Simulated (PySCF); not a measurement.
GeF3 (charge −1): frequency calculation

The run: frequency calculation of GeF3, charge −1. Method and program: RKS-based PBE0, Ge def2-SVPD, F def2-SVPD; non-relativistic Hamiltonian; density fitting (PySCF 2.14.0).

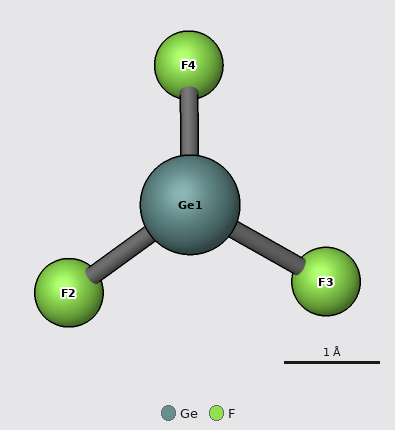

Fig. 1: The input geometry (ball-and-stick view, seen at a tilt; atoms are numbered from 1 in the order of the input). Sticks mark near contacts. Bond lengths as drawn: F–Ge 1.84 Å.

Input file:
```python
from pyscf import gto, scf, dft
mol = gto.M(atom='''
Ge    -0.017150     0.000006     0.417318
F      1.586303     0.001621    -0.476973
F     -0.761195     1.354838    -0.573464
F     -0.758379    -1.356480    -0.573312''',
    basis={'Ge': 'def2-SVPD', 'F': 'def2-SVPD'},
    charge=-1, spin=0)
mf = dft.RKS(mol, xc='PBE0')
mf.grids.atom_grid = (75, 302)
aux = {'Ge': 'def2-universal-JKFIT', 'F': 'def2-universal-JKFIT'}
mf = mf.density_fit(auxbasis=aux)
mf.conv_tol = 1e-09
mf.diis_space = 10
mf.max_cycle = 60
mf.verbose = 4
mf.kernel()
```

The script is an equivalent of the set-up of the self-consistent field. The run itself was carried out by a driver, which started from the orbitals of the step before it where there was one and computed the further properties.

Run on 2 threads of Arm Neoverse N1, 98 GiB of memory available, shared host.

Launch command:
```bash
OMP_NUM_THREADS=2 python axn.py task.json out
```

What the program printed:
```
init E= -2375.71984546206
  HOMO = -0.0760954912277043  LUMO = 0.187825341743636  gap/eV = 7.18165
cycle= 1 E= -2375.71984546204  delta_E= 2.46e-11  |g|= 8.44e-06  |ddm|= 8.58e-06
  HOMO = -0.0760954670423288  LUMO = 0.187825330424108  gap/eV = 7.18165
Extra cycle  E= -2375.71984546202  delta_E= 1.73e-11  |g|= 1.5e-05  |ddm|= 1.5e-05
converged SCF energy = -2375.71984546202
```

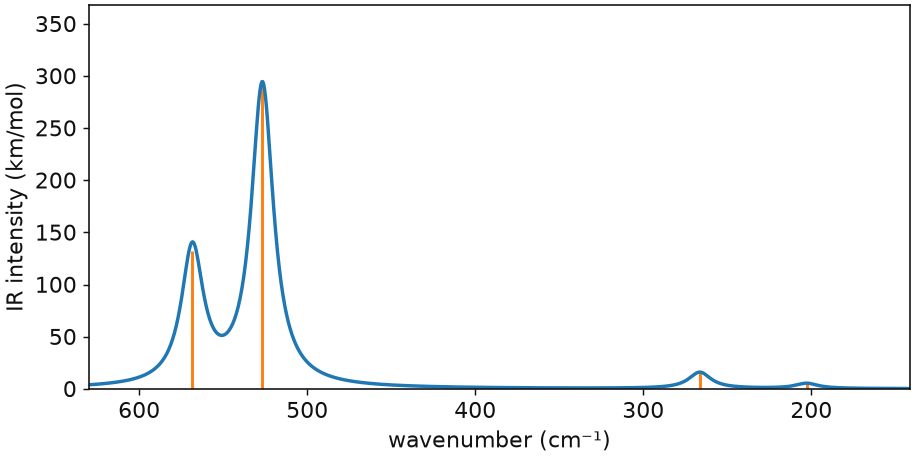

Fig. 2: Harmonic infrared spectrum, unscaled: sticks (degenerate modes added up, dark ones marked on the axis) with a Lorentzian envelope of 16 cm⁻¹ full width, scaled to the tallest stick. 6 modes from 203 to 568 cm⁻¹, none imaginary. The strongest line is at 527 cm⁻¹ (295 km/mol). All modes, in cm⁻¹ (km/mol): 203 (2.5), 203 (2.5), 266 (15.8), 527 (147), 527 (147), 568 (133).

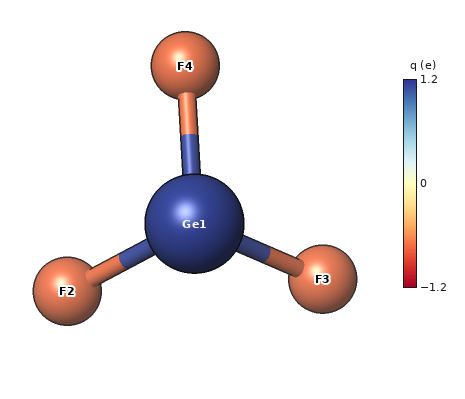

Fig. 3: Mulliken charges, as the colour of each atom (ball-and-stick view, seen on its broad side; atoms are numbered from 1 in the order of the input). By element: Ge +1.13 and F −0.71 e.

Key numbers:

- outcome: converged
- total energy: −2375.719845 hartree
- HOMO: −2.07 eV
- LUMO: 5.11 eV
- zero-point energy: 0.005225 hartree
- wavenumbers, lowest and highest: 203 and 568 cm⁻¹
- wall time: 34 s (CPU time 61 s)
- peak memory: 1.2 GiB
